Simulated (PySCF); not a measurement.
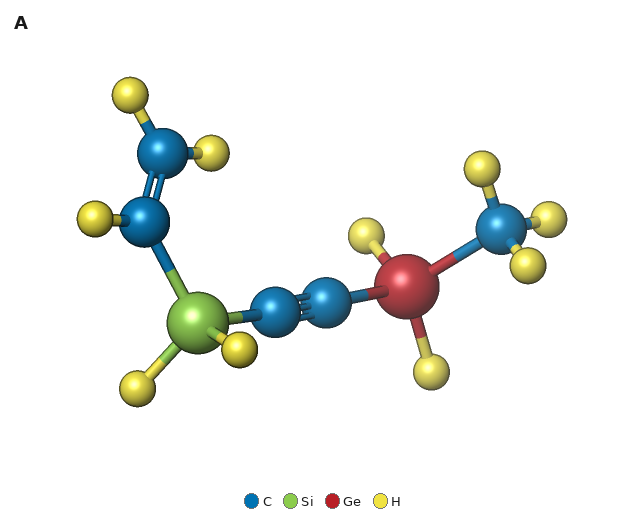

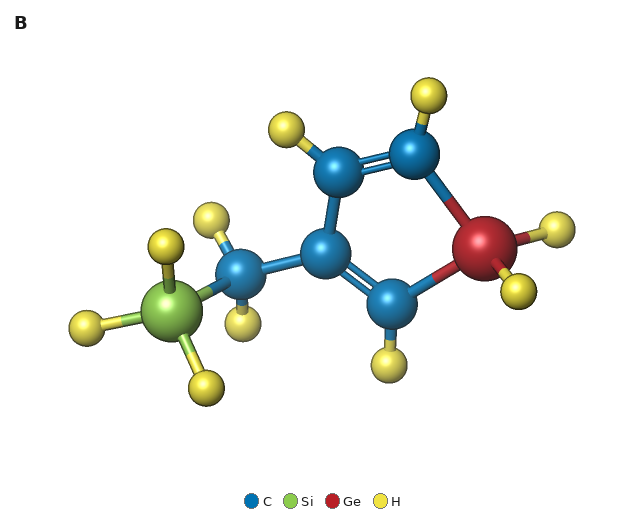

2 stationary structures of one formula. Geometries: PBE0-D3(BJ)/def2-SVP. Electronic energies: PBE0-D3(BJ)/def2-SVP (PySCF 2.14.0), without zero-point energy. No frequency run is at hand to confirm each as a minimum. Each is one conformer, not always the lowest.

Question: How are they related?

Answer: They are constitutional isomers of C5H10GeSi: A `C=C[SiH2]C#[C][GeH2][CH3]`, B `[SiH3]CC1=[CH][GeH2][CH]=C1`.

Question: Which is lowest in energy, and by how much?

Answer: B is lowest; A lies 0.973 eV above it.
